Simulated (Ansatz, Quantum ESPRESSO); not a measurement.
# CsPbCl3 (Pm-3m): Raman and infrared activity, part 2 of 3

Wanted: vibrational spectra of CsPbCl3 (Pm-3m) from linear and non-linear response.

Quantum ESPRESSO 8.0 development, patched; DFT LDA, scalar-relativistic, plane waves, PseudoDojo norm-conserving pseudopotentials.

So far. Step 2 (A first look): A gap of 1.7 eV opens on this mesh, so the crystal is taken as an insulator; the start stands at -1.1 GPa. Step 4 (Self-consistent run for the response): The cell stands at -0.024 GPa, close enough for phonons. The relaxed cell has a = 5.529 Å (conventional setting).

## (5) Zone-centre response

At q = 0 one unit cell holds all displacements; symmetry groups them into irreducible representations that are solved one by one. The response to a field gives ε∞ and the Born charges, which polar modes need. Third-order response adds the Raman tensors.

ph.in reads:

```
phonons
 &inputph
    prefix='x',
    outdir='./tmp',
    fildyn='g.dyn',
    tr2_ph=1.0d-18,
    epsil=.true.,
    lraman=.true.,
    elop=.true.,
 /
0.000000000000 0.000000000000 0.000000000000
```

Started as:

```sh
$ OMP_NUM_THREADS=1 mpirun -n 4 ph.x -nk 4 -in ph.in > ph.out
```

Output:

```text
[banners, grids, parts of the stress and lines that vanish by symmetry left out]
[banner, memory and clock lines left out]
Program PHONON v.8.0dev

[...]
(   1q-points):
[...]
Exchange-correlation= PW
                           (   1   4   0   0   0   0   0)
[...]
kinetic-energy cut-off    =      56.0000  Ry
     charge density cut-off    =     224.0000  Ry
     convergence threshold     =      1.0E-18
[...]
Exchange-correlation= PW
                           (   1   4   0   0   0   0   0)
[...]
q = (   0.0000000   0.0000000   0.0000000 )
     49 Sym.Ops. (with q -> -q+G )
     G cutoff =  619.4223  (  64493 G-vectors)     FFT grid: ( 50, 50, 50)
     number of k points=    10
[...]
Mode symmetry, O_h (m-3m)  point group:
[...]
Dielectric constant
[...]
End of electric fields calculation
          Dielectric constant in cartesian axis
          (       5.498824971       0.000000000       0.000000000 )
          (       0.000000000       5.498824971       0.000000000 )
          (       0.000000000       0.000000000       5.498824971 )
          Effective charges (d Force / dE) in cartesian axis without acoustic sum rule applied (asr)
           atom    1  Cs    Mean Z*:        1.31437
      Ex  (        1.31437        0.00000        0.00000 )
      Ey  (        0.00000        1.31437        0.00000 )
      Ez  (        0.00000        0.00000        1.31437 )
           atom    2  Pb    Mean Z*:        3.95765
      Ex  (        3.95765        0.00000        0.00000 )
      Ey  (        0.00000        3.95765        0.00000 )
      Ez  (        0.00000        0.00000        3.95765 )
           atom    3  Cl    Mean Z*:       -1.97320
      Ex  (       -0.53434        0.00000        0.00000 )
      Ey  (        0.00000       -0.53434        0.00000 )
      Ez  (        0.00000        0.00000       -4.85091 )
           atom    4  Cl    Mean Z*:       -1.97320
      Ex  (       -4.85091        0.00000        0.00000 )
      Ey  (        0.00000       -0.53434        0.00000 )
      Ez  (        0.00000        0.00000       -0.53434 )
           atom    5  Cl    Mean Z*:       -1.97320
      Ex  (       -0.53434        0.00000        0.00000 )
      Ey  (        0.00000       -4.85091        0.00000 )
      Ez  (        0.00000        0.00000       -0.53434 )
          Effective charges Sum: Mean:       -0.64757
[...]
Effective charges (d Force / dE) in cartesian axis with asr applied:
           atom    1  Cs    Mean Z*:        1.44388
[...]
atom    2  Pb    Mean Z*:        4.08717
[...]
atom    3  Cl    Mean Z*:       -1.84368
[...]
atom    4  Cl    Mean Z*:       -1.84368
[...]
atom    5  Cl    Mean Z*:       -1.84368
[...]
Dielectric constant from finite-differences
          (       5.498416935       0.000000000       0.000000000 )
          (       0.000000000       5.498416935       0.000000000 )
          (       0.000000000       0.000000000       5.498416935 )
[...]
(       0.000000000       0.000000000       0.000000000 )
          (       0.000000000       0.000000000      -0.000000000 )
          (       0.000000000       0.000000000       0.000000000 )
          (       0.000000000       0.000000000       0.000000000 )
          (       0.000000000       0.000000000       0.000000000 )
          (       0.000000000       0.000000000       0.000000000 )
          (       0.000000000       0.000000000       0.000000000 )
          (       0.000000000       0.000000000       0.000000000 )
[...]
(       0.000000000       0.000000000       0.000000000 )
          (       0.000000000       0.000000000       0.000000000 )
          (       0.000000000       0.000000000       0.000000000 )
          (       0.000000000       0.000000000       0.000000000 )
          (       0.000000000       0.000000000       0.000000000 )
[...]
Representation #   1 modes #   1   2   3
[...]
End of self-consistent calculation
     Convergence has been achieved
     Representation #   2 modes #   4   5   6
[...]
End of self-consistent calculation
     Convergence has been achieved
     Representation #   3 modes #   7   8   9
[...]
End of self-consistent calculation
     Convergence has been achieved
     Representation #   4 modes #  10  11  12
[...]
End of self-consistent calculation
     Convergence has been achieved
     Representation #   5 modes #  13  14  15
[...]
End of self-consistent calculation
     Convergence has been achieved
[...]
Dielectric constant in cartesian axis
          (       5.498824971       0.000000000       0.000000000 )
          (       0.000000000       5.498824971       0.000000000 )
          (       0.000000000       0.000000000       5.498824971 )
          Effective charges (d Force / dE) in cartesian axis without acoustic sum rule applied (asr)
           atom    1  Cs    Mean Z*:        1.31437
      Ex  (        1.31437        0.00000        0.00000 )
      Ey  (        0.00000        1.31437        0.00000 )
      Ez  (        0.00000        0.00000        1.31437 )
           atom    2  Pb    Mean Z*:        3.95765
      Ex  (        3.95765        0.00000        0.00000 )
      Ey  (        0.00000        3.95765        0.00000 )
      Ez  (        0.00000        0.00000        3.95765 )
           atom    3  Cl    Mean Z*:       -1.97320
      Ex  (       -0.53434        0.00000        0.00000 )
      Ey  (        0.00000       -0.53434        0.00000 )
      Ez  (        0.00000        0.00000       -4.85091 )
           atom    4  Cl    Mean Z*:       -1.97320
      Ex  (       -4.85091        0.00000        0.00000 )
      Ey  (        0.00000       -0.53434        0.00000 )
      Ez  (        0.00000        0.00000       -0.53434 )
           atom    5  Cl    Mean Z*:       -1.97320
      Ex  (       -0.53434        0.00000        0.00000 )
      Ey  (        0.00000       -4.85091        0.00000 )
      Ez  (        0.00000        0.00000       -0.53434 )
          Effective charges Sum: Mean:       -0.64757
[...]
Effective charges (d Force / dE) in cartesian axis with asr applied:
           atom    1  Cs    Mean Z*:        1.44388
[...]
atom    2  Pb    Mean Z*:        4.08717
[...]
atom    3  Cl    Mean Z*:       -1.84368
[...]
atom    4  Cl    Mean Z*:       -1.84368
[...]
atom    5  Cl    Mean Z*:       -1.84368
[...]
q = (    0.000000000   0.000000000   0.000000000 )
[...]
freq (    1) =      -1.119989 [THz] =     -37.358809 [cm-1]
     freq (    2) =      -1.119989 [THz] =     -37.358809 [cm-1]
     freq (    3) =      -1.119989 [THz] =     -37.358809 [cm-1]
     freq (    4) =      -1.013036 [THz] =     -33.791251 [cm-1]
     freq (    5) =      -1.013036 [THz] =     -33.791251 [cm-1]
     freq (    6) =      -1.013036 [THz] =     -33.791251 [cm-1]
     freq (    7) =       0.022393 [THz] =       0.746946 [cm-1]
     freq (    8) =       0.022393 [THz] =       0.746946 [cm-1]
     freq (    9) =       0.022393 [THz] =       0.746946 [cm-1]
     freq (   10) =       1.055787 [THz] =      35.217262 [cm-1]
     freq (   11) =       1.055787 [THz] =      35.217262 [cm-1]
     freq (   12) =       1.055787 [THz] =      35.217262 [cm-1]
     freq (   13) =       4.817144 [THz] =     160.682623 [cm-1]
     freq (   14) =       4.817144 [THz] =     160.682623 [cm-1]
     freq (   15) =       4.817144 [THz] =     160.682623 [cm-1]
[...]
Mode symmetry, O_h (m-3m)  point group:
     freq (   1-   3) =        -37.4  [cm-1]   --> T_1u G_15  G_4- I
     freq (   4-   6) =        -33.8  [cm-1]   --> T_2u G_25  G_5-
     freq (   7-   9) =          0.7  [cm-1]   --> T_1u G_15  G_4- I
     freq (  10-  12) =         35.2  [cm-1]   --> T_1u G_15  G_4- I
     freq (  13-  15) =        160.7  [cm-1]   --> T_1u G_15  G_4- I
```

Run time: 7.6 min. Hardware: 4 MPI ranks of AMD EPYC 9R45, shared host; 30 min of CPU time.

Read from the output:

```
miss of the charge sum rule                                       : 0.6476 e
largest acoustic frequency at the zone centre before the sum rule : 0.75 cm⁻¹
highest optical zone-centre mode (no LO-TO term)                  : 160.7 cm⁻¹
lowest optical zone-centre mode                                   : -37.36 cm⁻¹
mean high-frequency dielectric constant                           : 5.499
largest Born charge in size (third of the trace)                  : 3.958 e
```

Born charge (rows field, columns displacement), before the sum rule (e), principal values of the symmetric part by kind of site:

```tsv
atom	atoms with these values	low	middle	high	mean
Cs1	1	1.31	1.31	1.31	1.31
Pb2	1	3.96	3.96	3.96	3.96
Cl3	3	-4.85	-0.53	-0.53	-1.97
```

In full for Cl3:

```
-0.53  0.00  0.00
 0.00 -0.53  0.00
 0.00  0.00 -4.85
```

High-frequency dielectric tensor:

```
5.50 0.00 0.00
0.00 5.50 0.00
0.00 0.00 5.50
```

The acoustic modes at Γ come out as far as 0.8 cm⁻¹ from zero, where they should vanish, a small numerical error; the Born charges miss their sum rule by 0.65 e, too much: mesh or cutoff is short for the field response. The lowest optical mode is imaginary, 37i cm⁻¹, an instability at this level and on this k mesh.

## (6) Zone-centre analysis

A rigid shift of the crystal must cost nothing, but grids and finite bases break this; the acoustic sum rule is imposed before the matrix is diagonalised again. With Born charges the intensities follow; a static dielectric tensor has no meaning with imaginary modes.

dynmat.in reads:

```
 &input
    fildyn='g.dyn',
    asr='simple',
    fileig='dynmat.eig',
    lperm=.true.,
 /
```

Started as:

```sh
$ dynmat.x -in dynmat.in > dynmat.out
```

Output:

```text
[banner, memory and clock lines left out]
Program DYNMAT v.8.0dev

     Reading Dynamical Matrix from file g.dyn
     ...Force constants read
     ...epsilon and Z* read
     ...Raman cross sections read
     Warning: the effective charges add up to -0.6476, and the sum rule sets the sum to  0.0000.
     For an ion set tot_charge. Else the cell is too small or the k points are too few
     A direction for q was not specified:TO-LO splitting will be absent

     Polarizability (A^3 units)
     multiply by 0.400063 for Clausius-Mossotti correction (not under assume_isolated = 'mt')
        60.511861    0.000000    0.000000
         0.000000   60.511861    0.000000
         0.000000    0.000000   60.511861

     IR activities are in (D/A)^2/amu units

# mode   [cm-1]    [THz]      IR
    1    -37.36   -1.1201    0.4899
    2    -37.36   -1.1201    0.4899
    3    -37.36   -1.1201    0.4899
    4    -33.80   -1.0133    0.0000
    5    -33.80   -1.0133    0.0000
    6    -33.80   -1.0133    0.0000
    7     -0.00   -0.0000    0.0000
    8     -0.00   -0.0000    0.0000
    9      0.00    0.0000    0.0000
   10     35.21    1.0556    0.0684
   11     35.21    1.0556    0.0684
   12     35.21    1.0556    0.0684
   13    160.68    4.8170   16.3845
   14    160.68    4.8170   16.3845
   15    160.68    4.8170   16.3845

Electronic dielectric permittivity tensor (relative, adimensional)
         5.498825    0.000000    0.000000
         0.000000    5.498825    0.000000
         0.000000    0.000000    5.498825

 ... with zone-center polar mode contributions
        14.203111   -0.000000   -0.000000
        -0.000000   14.203111   -0.000000
        -0.000000   -0.000000   14.203111

[end of the log left out, with the tail of the file of modes that dynmat.x writes under the same name]
```

Wall time 0.63 s (1 thread).

Unit eigenvectors of the mass-weighted matrix after the sum rule; no LO-TO term. The modes at Γ (shares of kinetic energy by element, %) (negative means imaginary):

```tsv
mode	frequency (cm⁻¹)	Cs %	Pb %	Cl %
1	-37.4	32	0	68
2	-37.4	32	0	68
3	-37.4	32	0	68
4	-33.8	0	0	100
5	-33.8	0	0	100
6	-33.8	0	0	100
7	0.0	30	46	24
8	0.0	30	46	24
9	0.0	30	46	24
10	35.2	38	40	22
11	35.2	38	40	22
12	35.2	38	40	22
13	160.7	0	14	86
14	160.7	0	14	86
15	160.7	0	14	86
```

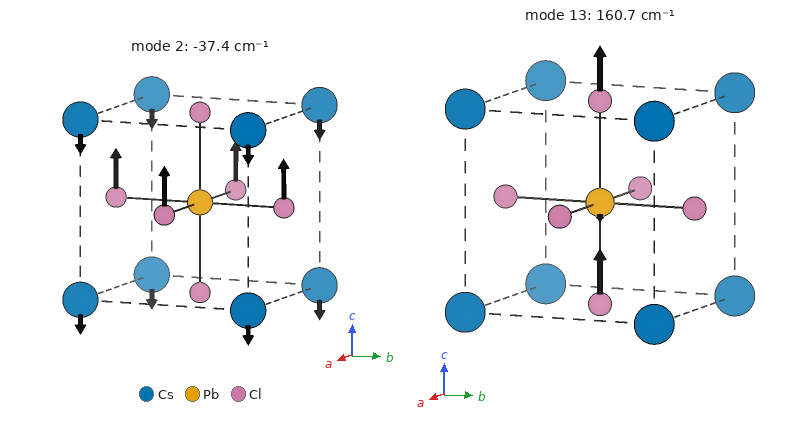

Displacement patterns of modes 2 and 13 at Γ; arrows are exaggerated. Some periodic images of atoms are drawn too.

Degenerate modes summed, no LO-TO term; imaginary modes left out. Infrared lines, with heights relative to the strongest:

```tsv
position (cm⁻¹)	lines merged	IR intensity, relative
35	3	0.4
161	3	100
```

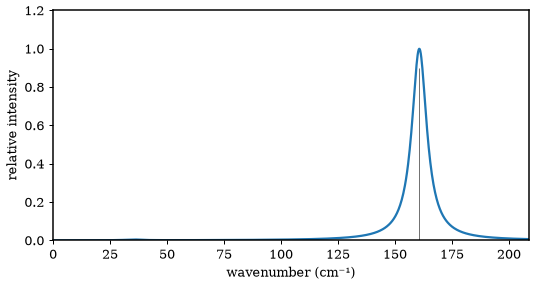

The infrared spectrum, broadened with Lorentzians of width 8 cm⁻¹; bars mark the lines.

The rule moves no optical mode by more than 0.1 cm⁻¹.

## (7) Sum rules set otherwise (asr crystal)

The rule can be imposed in more than one way; the choices should agree where the raw error is small.

dynmat.in reads:

```
 &input
    fildyn='g.dyn',
    asr='crystal',
    fileig='dynmat.eig',
    lperm=.true.,
 /
```

Started as:

```sh
$ dynmat.x -in dynmat.in > dynmat.out
```

Output:

```text
[banner, memory and clock lines left out]
Program DYNMAT v.8.0dev

     Reading Dynamical Matrix from file g.dyn
     ...Force constants read
     ...epsilon and Z* read
     ...Raman cross sections read
     Warning: the effective charges add up to -0.6476, and the sum rule sets the sum to  0.0000.
     For an ion set tot_charge. Else the cell is too small or the k points are too few
     Acoustic Sum Rule: || Z*(ASR) - Z*(orig)|| =    5.016036E-01
     Acoustic Sum Rule: ||dyn(ASR) - dyn(orig)||=    1.517484E-05
     A direction for q was not specified:TO-LO splitting will be absent

     Polarizability (A^3 units)
     multiply by 0.400063 for Clausius-Mossotti correction (not under assume_isolated = 'mt')
        60.511861    0.000000    0.000000
         0.000000   60.511861    0.000000
         0.000000    0.000000   60.511861

     IR activities are in (D/A)^2/amu units

# mode   [cm-1]    [THz]      IR
    1    -37.36   -1.1200    0.4900
    2    -37.36   -1.1200    0.4900
    3    -37.36   -1.1200    0.4900
    4    -33.79   -1.0130    0.0000
    5    -33.79   -1.0130    0.0000
    6    -33.79   -1.0130    0.0000
    7     -0.00   -0.0000    0.0000
    8      0.00    0.0000    0.0000
    9      0.00    0.0000    0.0000
   10     35.22    1.0559    0.0684
   11     35.22    1.0559    0.0684
   12     35.22    1.0559    0.0684
   13    160.68    4.8171   16.3844
   14    160.68    4.8171   16.3844
   15    160.68    4.8171   16.3844

Electronic dielectric permittivity tensor (relative, adimensional)
         5.498825    0.000000    0.000000
         0.000000    5.498825    0.000000
         0.000000    0.000000    5.498825

 ... with zone-center polar mode contributions
        14.201590    0.000000   -0.000000
         0.000000   14.201590   -0.000000
        -0.000000   -0.000000   14.201590

[end of the log left out, with the tail of the file of modes that dynmat.x writes under the same name]
```

Wall time 0.56 s (1 thread).

Zone-centre frequencies as printed; negative means imaginary. Modes:

```tsv
mode	frequency (cm⁻¹)
1	-37.36
2	-37.36
3	-37.36
4	-33.79
5	-33.79
6	-33.79
7	0
8	0
9	0
10	35.22
11	35.22
12	35.22
13	160.7
14	160.7
15	160.7
```

Against the first rule no mode moves by more than 0.1 cm⁻¹.

## (8) Sum rules set otherwise (asr no)

Without the rule the raw error of the acoustic modes shows.

dynmat.in reads:

```
 &input
    fildyn='g.dyn',
    asr='no',
    fileig='dynmat.eig',
    lperm=.true.,
 /
```

Started as:

```sh
$ dynmat.x -in dynmat.in > dynmat.out
```

Output:

```text
[banner, memory and clock lines left out]
Program DYNMAT v.8.0dev

     Reading Dynamical Matrix from file g.dyn
     ...Force constants read
     ...epsilon and Z* read
     ...Raman cross sections read
     A direction for q was not specified:TO-LO splitting will be absent

     Polarizability (A^3 units)
     multiply by 0.400063 for Clausius-Mossotti correction (not under assume_isolated = 'mt')
        60.511861    0.000000    0.000000
         0.000000   60.511861    0.000000
         0.000000    0.000000   60.511861

     IR activities are in (D/A)^2/amu units

# mode   [cm-1]    [THz]      IR
    1    -37.36   -1.1200    0.6219
    2    -37.36   -1.1200    0.6219
    3    -37.36   -1.1200    0.6219
    4    -33.79   -1.0130    0.0000
    5    -33.79   -1.0130    0.0000
    6    -33.79   -1.0130    0.0000
    7      0.75    0.0224    0.0217
    8      0.75    0.0224    0.0217
    9      0.75    0.0224    0.0217
   10     35.22    1.0558    0.0490
   11     35.22    1.0558    0.0490
   12     35.22    1.0558    0.0490
   13    160.68    4.8171   17.0373
   14    160.68    4.8171   17.0373
   15    160.68    4.8171   17.0373

Electronic dielectric permittivity tensor (relative, adimensional)
         5.498825    0.000000    0.000000
         0.000000    5.498825    0.000000
         0.000000    0.000000    5.498825

 ... with zone-center polar mode contributions
        14.323868    0.000000    0.000000
        -0.000000   14.323868   -0.000000
         0.000000   -0.000000   14.323868

[end of the log left out, with the tail of the file of modes that dynmat.x writes under the same name]
```

The job ended after 0.56 s (1 thread).

Zone-centre frequencies as printed; negative means imaginary. Modes:

```tsv
mode	frequency (cm⁻¹)
1	-37.36
2	-37.36
3	-37.36
4	-33.79
5	-33.79
6	-33.79
7	0.75
8	0.75
9	0.75
10	35.22
11	35.22
12	35.22
13	160.7
14	160.7
15	160.7
```

Against the first rule no mode moves by more than 0.8 cm⁻¹.

## (9) The LO-TO splitting (1 0 0)

A longitudinal polar mode sets up a macroscopic field that stiffens it; the term hangs on the direction from which q goes to zero.

dynmat.in reads:

```
 &input
    fildyn='g.dyn',
    asr='simple',
    fileig='dynmat.eig',
    q(1)=1.0,
    q(2)=0.0,
    q(3)=0.0,
 /
```

Started as:

```sh
$ dynmat.x -in dynmat.in > dynmat.out
```

Output:

```text
[banner, memory and clock lines left out]
Program DYNMAT v.8.0dev

     Reading Dynamical Matrix from file g.dyn
     ...Force constants read
     ...epsilon and Z* read
     ...Raman cross sections read
     Warning: the effective charges add up to -0.6476, and the sum rule sets the sum to  0.0000.
     For an ion set tot_charge. Else the cell is too small or the k points are too few

     Polarizability (A^3 units)
     multiply by 0.400063 for Clausius-Mossotti correction (not under assume_isolated = 'mt')
        60.511861    0.000000    0.000000
         0.000000   60.511861    0.000000
         0.000000    0.000000   60.511861

     IR activities are in (D/A)^2/amu units

# mode   [cm-1]    [THz]      IR
    1    -37.36   -1.1201    0.4899
    2    -37.36   -1.1201    0.4899
    3    -33.80   -1.0133    0.0000
    4    -33.80   -1.0133    0.0000
    5    -33.80   -1.0133    0.0000
    6    -30.69   -0.9202    0.0786
    7      0.00    0.0000    0.0000
    8      0.00    0.0000    0.0000
    9      0.00    0.0000    0.0000
   10     35.21    1.0556    0.0684
   11     35.21    1.0556    0.0684
   12     36.25    1.0867    0.0151
   13    160.68    4.8170   16.3845
   14    160.68    4.8170   16.3845
   15    253.32    7.5942   16.8491

[end of the log left out, with the tail of the file of modes that dynmat.x writes under the same name]
```

Wall time 0.56 s (1 thread).

This step gave:

```yaml
highest_mode_moved_by_the_lo_to_term: 253.3 cm⁻¹
```

Zone-centre frequencies as printed; negative means imaginary. Modes:

```tsv
mode	frequency (cm⁻¹)
1	-37.36
2	-37.36
3	-33.8
4	-33.8
5	-33.8
6	-30.69
7	0
8	0
9	0
10	35.21
11	35.21
12	36.25
13	160.7
14	160.7
15	253.3
```

The field moves 3 modes; the highest of them now lies at 253 cm⁻¹, where the highest that moved away lay at 161.

(Part 2 of 3 ends here.)

[Host names and launcher messages were left out of these logs when they were recorded.]

[Logs are printed without paths, hosts, clocks, repeated set-up lines and the standing remarks that a program may print on its own settings, such as how far it seeks lower states.]

[Hosts, paths, dates, database ids (printed as entryN), source tags and the programs' standing remarks are cut or masked in the printed files.]
